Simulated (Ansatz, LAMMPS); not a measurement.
# Amorphous Hg33S25Se8 (66 atoms): support functions against a reference, part 2 of 2

Wanted: errors and times of a linear-scaling basis for amorphous Hg33S25Se8 (66 atoms). A setting counts as converged where the r.m.s. difference of forces stays under 1 % of the r.m.s. force.

Ansatz 0.2.0; Kohn-Sham DFT, PBE, PAW (set soft_2, large core), plane waves.

The cell: 33 Hg, 25 S and 8 Se. The quench rate of 30 K/ps far exceeds what a furnace or splat quench reaches. The starting topology of bonds comes from the classical model. Only the Γ point is sampled, in a cell whose shortest periodic width is 12 Å. No spin–orbit coupling is included.

So far. Step 4 (Support functions low): Forces differ from the reference by 0.95 meV/Å r.m.s., 0.23 % of their size, well within a tolerance of 1 %; the energy by -1.4 meV/atom. It took 2.7 min and 18 cycles; the reference's time can't be set against it, since the two runs asked for unlike analyses.

## Step 5: Support functions medium

The cell is solved in localised support functions.

This step: Kohn-Sham DFT, PBE, PAW (set soft_2, large core), localised support functions (medium) (Ansatz 0.2.0).

input.yaml reads:

```yaml
crystal:
  lattice:
    - [12.034, 0.0, 0.0]
    - [0.0, 12.034, 0.0]
    - [0.0, 0.0, 12.034]
  atoms:
    [... the 66 atom lines of step 3 ...]
kpoints:
  mp_grid: { grid: [1, 1, 1] }
hamiltonian:
  xc: pbe
  pseudopotentials: { kind: paw, core: large }
scf:
  occupations: { method: gaussian, width: 0.025 }
  eigensolver: { kind: { support_functions: { accuracy: medium } } }
  max_iter: 150
output:
  forces: true
  eigenvalues: true
```

Started as:

```console
> ansatz run input.yaml --threads 4 --pin off --max-ram 8192MiB --backend cpu --events-out ev --progress --plain --runs-dir out
```

Numbers of over 12 decimals in the logs are rounded to 6 here.

What it wrote:

```text
[...]
Crystal: 66 atoms, lattice volume = 1742.730 Å³
Basis set: ecut = 420 eV, 34049 PW (Γ), exchange–correlation on 162×162×162 points (8 copies of the dense FFT grid, shifted against one another)
Bands: 357, of which v1, the nominal top of the filled ones, is band 297 counted from 1 (296 counted from 0)
Symmetry: 1 space group operations
k-points: 1
[...]
SCF iter   1: F=—  HF=-406385.449339 eV  |F-HF|=—  |Δ(HF+E_count)|=         —  Δρ=4.12e-2  dr2=6.71e1  ethr=1.00e-1
[...]
SCF iter  20: F=—  HF=-406454.780359 eV  |F-HF|=—  |Δ(HF+E_count)|=   6.41e-7  Δρ=6.47e-6  dr2=3.03e-6  ethr=3.91e-10  κ⁻¹=2.3e-3(r=7)
SCF iter  21: F=-406454.780358 eV  HF=-406454.780359 eV  |F-HF|=8.52e-7  |Δ(HF+E_count)|=   1.35e-8  Δρ=4.13e-6  dr2=1.16e-6  ethr=3.91e-10
SCF 1 converged in 21 iterations: F = -406454.834891 eV  dr2 = 1.16e-6
[...]
SCF converged after 21 iterations
[...]
Free energy (F): -406454.834891 eV
[...]
Internal energy: -406454.816870 eV  (E = F + TS)
E sigma→0 (E₀):  -406454.825881 eV
Entropy (-TS):   -0.018021 eV (-0.273 meV/atom)
Fermi energy:    6.754757 eV
[...]
Σ components = -406454.834891   (vs F -406454.834891, Δ=0.00e0)
--- Forces (eV/Å), atoms counted from 1 ---
  atom   1  Hg     0.66985444    -0.59050276    -0.07097940
  atom   2  Hg     0.32111147    -0.15294154     0.29472091
  atom   3  Hg     0.28984220    -0.29586820    -0.46170499
  atom   4  Hg    -0.59993733    -0.21744369    -0.78579526
[...]
atom  66  Se    -0.80936010     0.19741466     0.10960208
  max |Σ_I F_I| component: 7.95e-4 eV/Å
--- Band table (eV) ---
[...]
```

It took 2.8 min on 4 threads of Arm Neoverse V1, shared host; peak memory 3.6 GiB.

Keys that differ from the reference: support_functions.accuracy = "medium" and scf.max_iter = 150.

Forces differ from the reference by 0.93 meV/Å r.m.s., 0.22 % of their size, well within a tolerance of 1 %; the energy by -1.4 meV/atom. It took 2.8 min and 21 cycles; the reference's time can't be set against it, since the two runs asked for unlike analyses.

## Step 6: Support functions medium, radius 3.77 Å

The radius confines each support function; a larger one gives more freedom and more work per atom.

input.yaml, the sections that differ from step 5:

```yaml
scf:
  occupations: { method: gaussian, width: 0.025 }
  eigensolver: { kind: { support_functions: { accuracy: medium, radius: 3.77 } } }
  max_iter: 150
# crystal, kpoints, hamiltonian, output: as in step 5
```

What it wrote:

```text
Warning: scf.eigensolver.kind.support_functions: disabling space-group detection — the functions' gradient is summed over unrotated k-points, so no spatial operation reduces the k-mesh or symmetrises the density; time reversal is kept, so that k and −k are solved as one point where they differ and the mesh holds both, and exact exchange and, on two spinor components, a DFT+U term hold to it where the run has them: [...]
settings of this run that can trade accuracy for cost: scf.eigensolver.kind.support_functions [...]
Engine: ansatz 0.2.0, aarch64-unknown-linux-gnu
Pseudopotentials: kind: paw
Pseudopotential: Hg, paw, valence charge 12, recommended cutoff 420 eV (normal), Hg.paw.azcp#standard-large-core
Pseudopotential: S, paw, valence charge 6, recommended cutoff 420 eV (normal), S.paw.azcp
Pseudopotential: Se, paw, valence charge 6, recommended cutoff 420 eV (normal), Se.paw.azcp#standard-large-core
[... 5 lines on functional and potentials left out ...]
Error: SCF: the radius of support functions is under 4.21 Å, the least for these sites at the functions' level (scf.eigensolver.kind.support_functions.accuracy). Use scf.eigensolver.kind: auto, or type scf.eigensolver.kind.support_functions.radius at least as long, [...]
```

It took 2.1 s on 4 threads; peak memory 0.33 GiB; 6.6 s of CPU time.

The program refuses radii under 4.21 Å for these atoms at this level.

## Step 7: What each setting buys

Differences are against the plane-wave reference (Kohn-Sham DFT, PBE, PAW (set soft_2, large core), plane waves), whose r.m.s. force component is 0.417 eV/Å. Energies are set beside the reference only for runs with its functional, potentials and electron count. Times are for 4 threads of Arm Neoverse V1, shared host. The reference's time includes the DOS, ELF, the stress and grids, which some other runs skip.

| run | Δ force, r.m.s. (meV/Å) | share of r.m.s. force (%) | Δ energy (meV/atom) | cycles | time | host memory (GiB) |
| --- | --- | --- | --- | --- | --- | --- |
| reference | - | - | - | 19 | 47 s | 2.1 |
| support functions low | 0.955 | 0.229 | -1.40 | 18 | 2.7 min | 3.6 |
| support functions medium | 0.925 | 0.222 | -1.40 | 21 | 2.8 min | 3.6 |

## Step 8: The reference in detail

The comparisons rest on this run, so its electronic structure is set out here.

Length of the force by element:

```csv
element,coordination,atoms,mean length of the force (eV/Å),spread,least,most
Hg,all,33,0.571,0.22,0.125,1.03
S,all,25,0.789,0.355,0.0993,1.44
Se,all,8,0.598,0.241,0.378,1.12
```

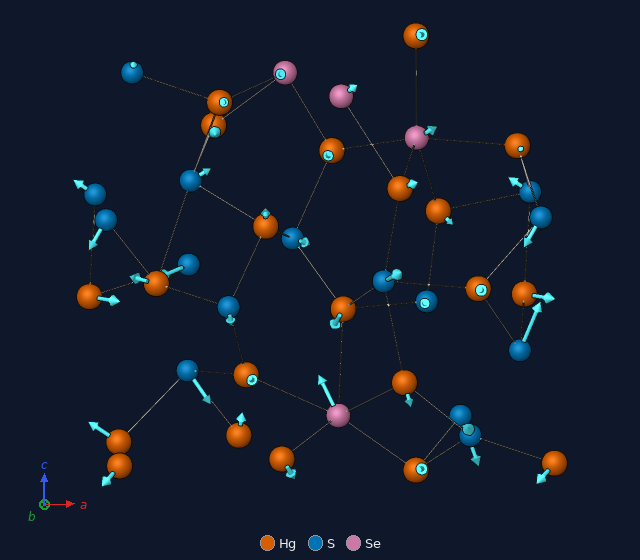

Forces as arrows; the longest in the cell is 1.44 eV/Å. Drawn is a slice 6 Å thick, seen along the normal of the ac plane. Bonds to atoms that aren't drawn are left out.

Intrinsic-atomic-orbital charges by element:

| element | coordination | atoms | mean charge (e) | spread | least | most |
| --- | --- | --- | --- | --- | --- | --- |
| Hg | all | 33 | 0.882 | 0.0912 | 0.707 | 1.03 |
| S | all | 25 | -0.884 | 0.146 | -1.11 | -0.604 |
| Se | all | 8 | -0.875 | 0.0881 | -0.966 | -0.682 |

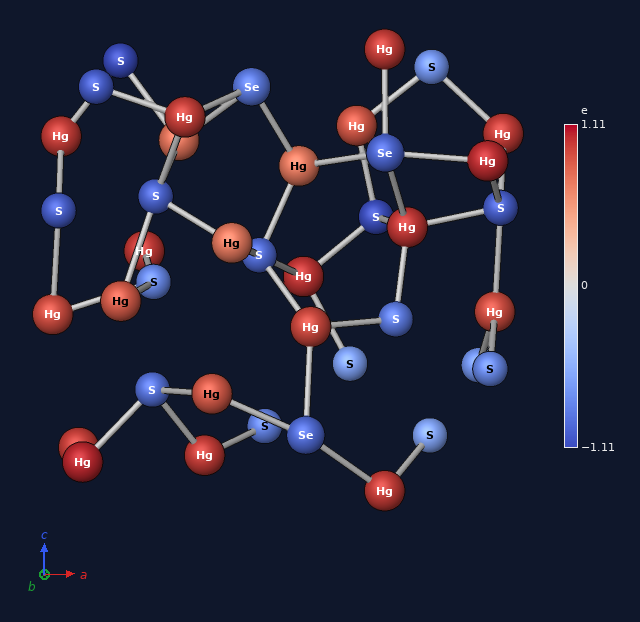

Atoms coloured by intrinsic-atomic-orbital charge. Drawn is a slice 7 Å thick, seen along the normal of the ac plane. Bonds to atoms that aren't drawn are left out.

States in the cell by windows of 1 eV, zero at the Fermi level; the larger projections on atomic orbitals stand beside the total:

```csv
from (eV),to (eV),total,Hg d,S p,Hg s,Se p
-10,-8,0.0,0.0,0.0,0.0,0.0
-8,-7,64.1,53.2,6.0,2.0,2.6
-7,-6,258.5,241.6,8.9,3.0,2.8
-6,-5,22.5,11.2,3.7,4.8,1.8
-5,-4,36.4,6.9,11.7,11.6,4.2
-4,-3,25.6,2.8,12.4,4.6,4.2
-3,-2,43.2,3.9,26.0,2.3,8.9
-2,-1,47.9,4.1,30.6,2.2,8.9
-1,0,29.2,1.4,18.7,2.8,4.6
0,1,26.2,0.6,12.0,7.7,3.2
1,2,27.6,0.3,9.1,11.4,3.4
2,3,14.5,0.1,4.1,5.8,1.6
3,4,18.6,0.1,1.0,0.8,0.3
4,5,34.1,0.1,1.2,0.8,0.4
```

Between -15 and -10 eV lie 66 more states.

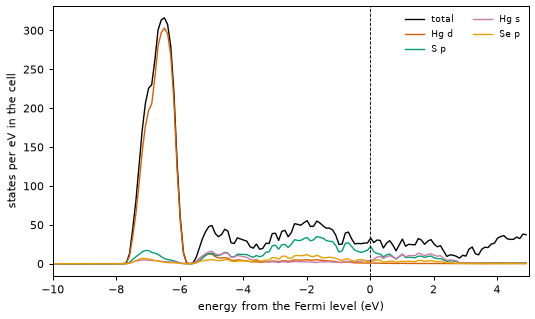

Total and projected density of states, with the broadening of the input.

The levels nearest the highest filled one (over half full), pooled over k-points and spins:

| level less the highest filled one (eV) | occupation |
| --- | --- |
| -0.399 | 2 |
| -0.339 | 2 |
| -0.260 | 2 |
| -0.166 | 2 |
| -0.124 | 2 |
| 0 | 1.65 |
| 0.0331 | 0.348 |
| 0.071 | 0.002 |
| 0.172 | 0 |
| 0.259 | 0 |
| 0.311 | 0 |
| 0.326 | 0 |

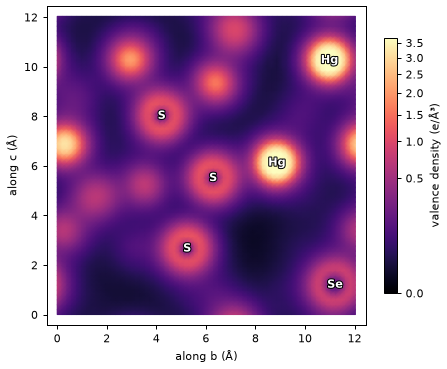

Valence density in the bc plane at fractional x = 0.199, with atoms of Hg and S and Se within 0.2 Å of it. It is the smooth field of the valence electrons, not physical close to the nuclei. The colour scale is stretched toward low values.

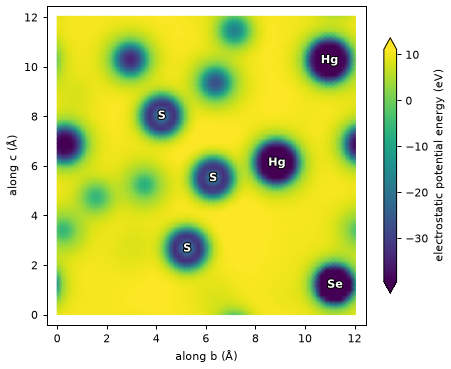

Electrostatic potential energy in the bc plane at fractional x = 0.199, with atoms of Hg and S and Se within 0.2 Å of it. With pseudopotentials it is smooth inside the atoms' cores, unlike the true potential.

Mean intrinsic-atomic-orbital charges: Hg +0.88, S -0.88, Se -0.88 e. Within 0.4 eV of the Fermi level the largest share is S p (60 % of the projected weight).

## Step 9: Structure statistics

Bonds and neighbours are counted at the geometry of the runs.

Density 7.67 g/cm³, 26.41 Å³ an atom.

Pair distribution functions g(r), in bins of 0.2 Å:

```
r (Å)  total  Hg-Hg  Hg-S  Hg-Se   S-S  S-Se  Se-Se
 2.50   1.11   0.00  2.81   0.00  0.00  0.53   0.00
 2.70   3.29   0.00  6.21   7.68  0.00  0.00   0.00
 2.90   0.91   0.00  1.22   3.13  0.51  0.00   0.00
 3.10   0.84   0.13  0.78   1.10  2.60  0.00   0.00
 3.30   0.67   0.80  0.16   0.24  2.04  0.00   6.00
 3.50   0.91   2.50  0.07   0.21  0.90  0.57   3.59
 3.70   0.82   1.41  0.43   0.76  1.16  0.50   0.00
 3.90   0.85   1.66  0.39   0.85  0.71  0.93   0.00
 4.10   1.32   2.26  1.10   0.46  1.46  0.61   1.30
 4.30   1.42   1.38  1.05   1.00  1.90  2.83   1.22
 4.50   1.45   1.64  0.95   0.79  2.30  2.58   1.08
 4.70   0.95   0.40  0.99   0.58  1.51  1.73   1.98
 4.90   0.80   0.85  0.70   0.77  0.74  1.02   1.81
 5.10   0.81   0.49  1.20   0.71  0.67  0.41   0.81
 5.30   0.76   1.04  0.92   0.66  0.00  0.62   0.75
 5.50   0.89   0.89  0.92   1.04  0.95  0.68   0.00
 5.70   0.80   0.74  0.99   1.04  0.27  0.75   0.65
 5.90   0.88   0.55  1.23   1.14  0.32  0.80   1.26
```

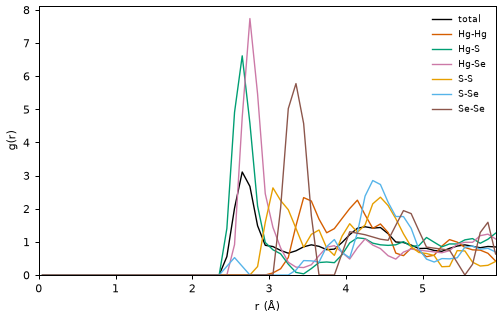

Pair distribution functions, lightly smoothed.

Bonds by pair of elements; cutoffs follow the first minimum of g(r), held within bounds set by covalent radii, and pairs that aren't listed don't count as bonded:

| pair A-B | cutoff (Å) | bonds | mean length (Å) | spread (Å) | shortest (Å) | B about A | A about B |
| --- | --- | --- | --- | --- | --- | --- | --- |
| Hg-S | 3.02 | 87 | 2.68 | 0.101 | 2.53 | 2.64 | 3.48 |
| Hg-Se | 3.35 | 37 | 2.84 | 0.152 | 2.66 | 1.12 | 4.62 |

The cutoff for Hg-S falls short of the minimum of g(r), so counts run low and odd coordinations can be artefacts.

How many atoms have how many bonded neighbours:

```csv
element,mean,2,3,4,5,6
Hg,3.76,0,9,23,1,0
S,3.48,5,9,6,4,1
Se,4.62,0,1,2,4,1
```

Rings of the network by King's shortest-path rule, up to 12 atoms, one path for each pair of neighbours; H, halogens, alkali and alkaline-earth atoms are left out, and the last column divides by all other atoms, bonded or not:

| ring size (atoms) | rings | per network atom |
| --- | --- | --- |
| 4 | 24 | 0.364 |
| 6 | 69 | 1.04 |
| 8 | 45 | 0.682 |
| 10 | 12 | 0.182 |

First main peaks of g(r), for some of the pairs, lie near 2.6 Å (Hg-S), 2.8 Å (Hg-Se), 3.0 Å (S-S) and 3.4 Å (Se-Se). Rings of 6 atoms are the most common (46 % of those counted); sizes run from 4 to 10.

Local excerpt of 9 atoms (numbers count through the whole input) about S43, which bears the longest force; x, y, z are measured from there.

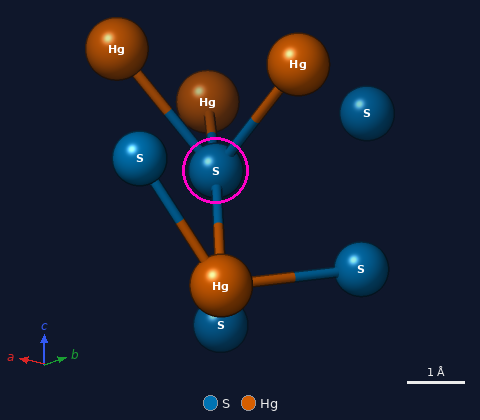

The atoms of the table, within 3.3 Å (arrows a, b, c point along x, y, z); some may hide others; the central atom is ringed.

| atom | x | y | z | distance (Å) | bonds | intrinsic-atomic-orbital charge (e) | Fx | Fy | Fz (eV/Å) |
| --- | --- | --- | --- | --- | --- | --- | --- | --- | --- |
| S43 | 0.00 | 0.00 | 0.00 | 0.00 | 3 | -0.77 | 0.51 | -0.37 | 1.30 |
| Hg8 | 1.94 | -0.43 | 1.95 | 2.79 | 4 | 0.83 | -0.56 | 0.49 | 0.12 |
| Hg22 | -1.27 | -1.64 | 1.86 | 2.79 | 3 | 0.85 | 0.14 | 0.61 | -0.10 |
| Hg1 | 0.30 | 2.52 | 1.34 | 2.87 | 4 | 0.90 | 0.67 | -0.59 | -0.07 |
| S57 | -2.50 | 1.20 | 1.27 | 3.04 | 2 | -0.85 | -0.03 | 0.42 | -0.09 |
| Hg14 | 1.02 | 1.30 | -2.58 | 3.07 | 4 | 1.03 | -0.70 | -0.02 | 0.47 |
| S34 | -1.48 | -1.54 | -2.21 | 3.08 | 4 | -0.92 | -0.13 | -0.96 | 0.29 |
| S42 | 2.93 | 1.28 | -0.62 | 3.25 | 3 | -0.89 | 0.57 | -0.10 | -0.83 |
| S37 | -1.49 | 2.18 | -1.99 | 3.31 | 2 | -0.60 | 0.49 | 0.19 | -1.34 |

The column of bonds counts only the pairs Hg-S within 3.02 Å, Hg-Se within 3.35 Å; other neighbours, such as metal atoms beside each other in a compound, aren't counted, and periodic images can show an atom twice.

## Step 10: What came out

| Item | Value |
| --- | --- |
| free energy per atom | -6158.4052 eV/atom |
| pressure | 0.2565 GPa |
| r.m.s. force component | 0.4168 eV/Å |
| wall time of the 3 DFT runs | 6.3 min |

**Reading.** Against plane waves at 420 eV, the forces differ by 0.93 meV/Å (0.22 %) with support functions medium. At 66 atoms the fastest of the runs at a preset level, support functions low, takes roughly 3.4 times the time of plane waves (whose run also made extra analyses, so the like-for-like ratio is larger), in 18 SCF cycles against 19. Differences between support functions and plane waves include what basis error the plane-wave run still has.

Counting bands leaves a spacing of only 0.033 eV (at Γ alone), which the smearing bridges: 2 levels are partly filled by over 2 %, so a gap, if any, is small at this level.

**Limits.** The geometry was minimised with a classical potential after classical dynamics and isn't relaxed at this level: its force components are 0.42 eV/Å r.m.s.

[Logs are printed without paths, hosts, clocks, repeated set-up lines and the standing remarks that a program may print on its own settings, such as how far it seeks lower states.]

[Hosts, paths, dates, database ids (printed as entryN), source tags and the programs' standing remarks are cut or masked in the printed files.]
